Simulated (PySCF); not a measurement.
**C4H11BO2: density, localisation and related maps**

```tsv
atom	x (Å)	y (Å)	z (Å)
C	0.5883	-1.1160	-1.0212
C	-0.1540	-0.1504	-0.0883
C	-1.2609	0.5652	-0.8741
C	-0.7698	-0.9306	1.0751
B	0.8818	0.9481	0.4221
O	1.1388	1.2006	1.7409
O	1.5537	1.6856	-0.5029
H	1.3828	-1.6658	-0.4902
H	1.0581	-0.5776	-1.8576
H	-0.1060	-1.8637	-1.4431
H	-0.8431	1.1443	-1.7112
H	-1.8303	1.2618	-0.2369
H	-1.9786	-0.1637	-1.2900
H	-1.3324	-0.2738	1.7615
H	-1.4828	-1.6897	0.7112
H	-0.0047	-1.4685	1.6612
H	0.6245	0.6376	2.3267
H	2.1459	2.3192	-0.0826
```

Geometry: PBE0-D3(BJ)/def2-SVP.

These are results of B3LYP/def2-SVPD, SCF density, gas phase (PySCF 2.14.0), not measurements.

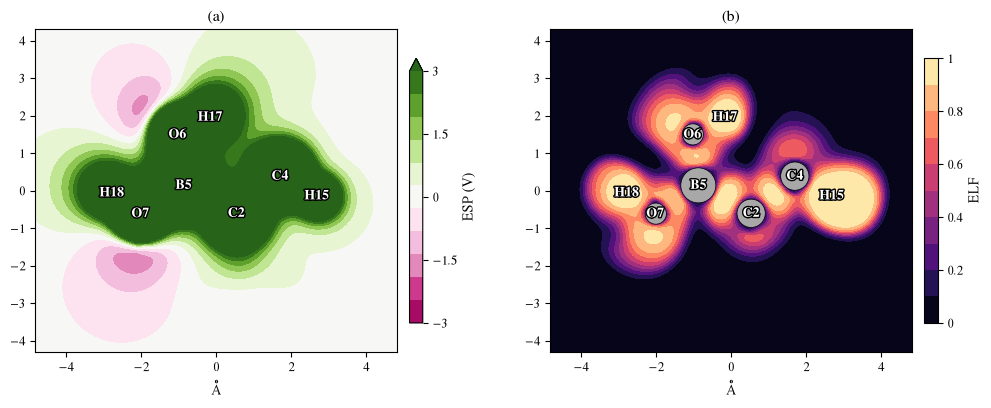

Figure 1. (a) electrostatic potential; (b) electron localisation function on the plane of atoms B5, O7 and H18. Grey discs cover the atomic cores in the ELF map.

Read the bonding off the picture.

- Atoms in the plane: C, B, O and H.
- B–O (1.36 Å): the ELF peaks at about 0.90 between the atoms (a short, strongly polar bond).
- C–C (1.53 Å): the ELF peaks at about 0.95 between the atoms (a shared electron pair).
- C–B (1.59 Å): the ELF peaks at about 1 between the atoms (a shared electron pair).
- O–H (0.96 Å): the ELF climbs to about 1 towards the hydrogen, as it does in any bond to H: an ordinary covalent bond to hydrogen.
- C–H (1.10 Å): the ELF climbs to about 1 towards the hydrogen; an ordinary covalent bond to hydrogen.
- The ELF also peaks beside O7 and O6, away from the bonds: lone-pair regions.
- Outside the dense part of the molecule the potential is most negative (−1.7 V) near O7.

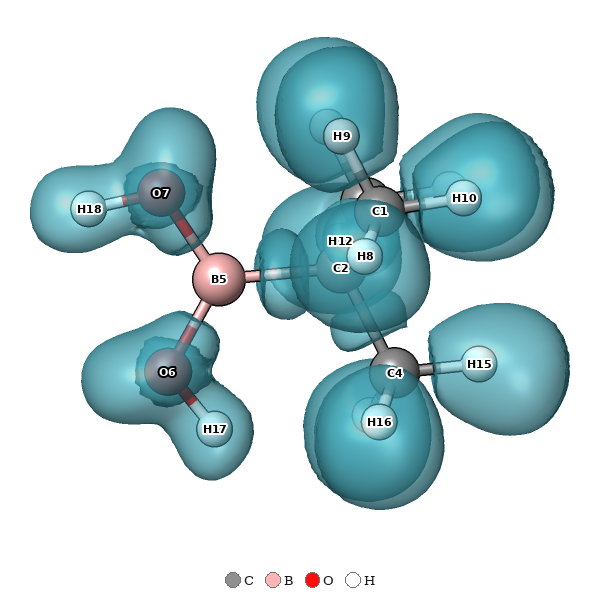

Figure 2. Isosurface of the ELF at 0.75 (cyan), seen across its widest extent. Only the valence region is drawn (cores and ρ < 0.01 e/Å³ removed).

Identify the bonds, lone pairs and shells in this picture.

The surface consists of one region between bonded B–C atoms (shared pairs), three regions between bonded C–C atoms (shared pairs), nine regions around hydrogen nuclei and two joined regions spread over several atoms (H, O), in which their bonds and any lone pairs are merged.

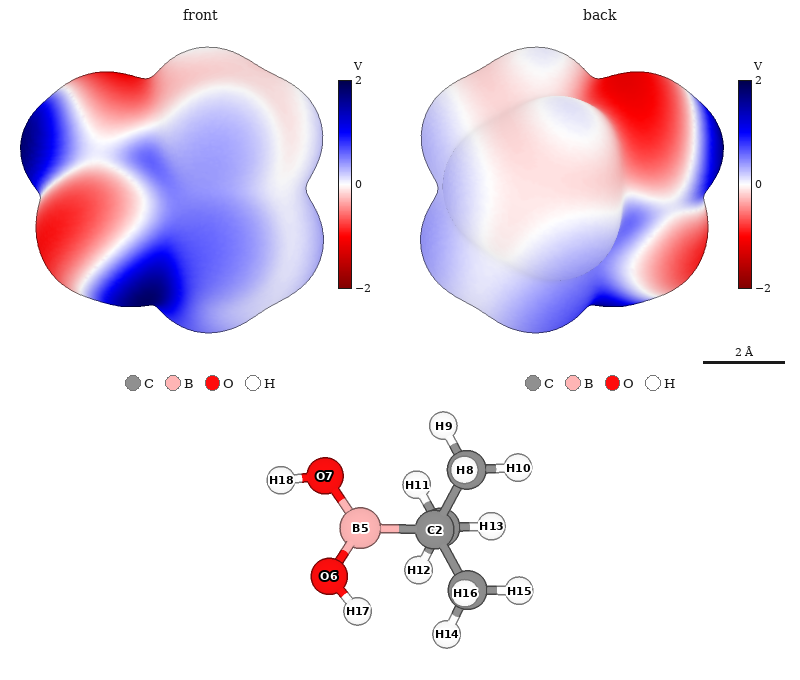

Figure 3. The molecular electrostatic potential painted on the density surface at 0.001 e/bohr³, seen from the front and from behind; red is negative and blue positive. The bare structure is drawn below in the same view.

Where is the surface potential most negative and most positive?

The most negative region (about −1.1 V) lies over O7, the most positive (about +1.8 V) over H17 and H18. O7 is the likeliest acceptor of a hydrogen bond.

What dipole moment does the calculation give?

Its dipole moment is 1.21 D.

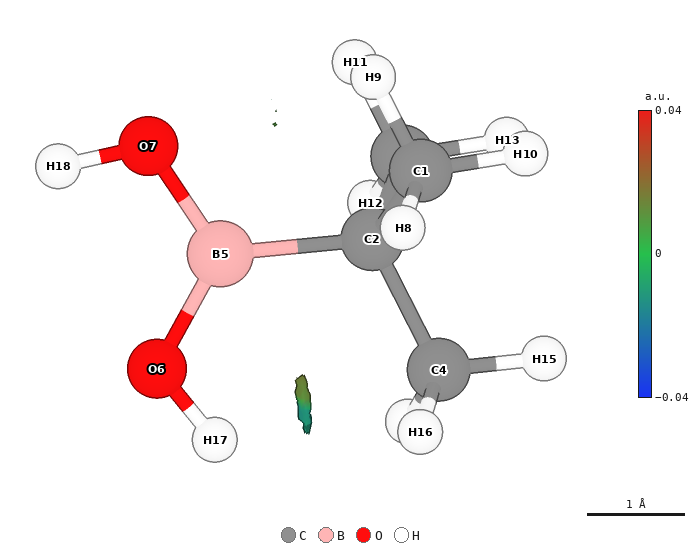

Figure 4. Non-covalent interaction (NCI) plot: the surface where the reduced density gradient is 0.4, for densities under 0.05 a.u., coloured by sign(λ₂)ρ; seen at a tilt.

What holds or crowds the atoms apart from the covalent bonds?

Between H17 and O6 on one side and C4 on the other: a weak contact, attractive (blue-green) on one side and crowded (olive to red) on the other.
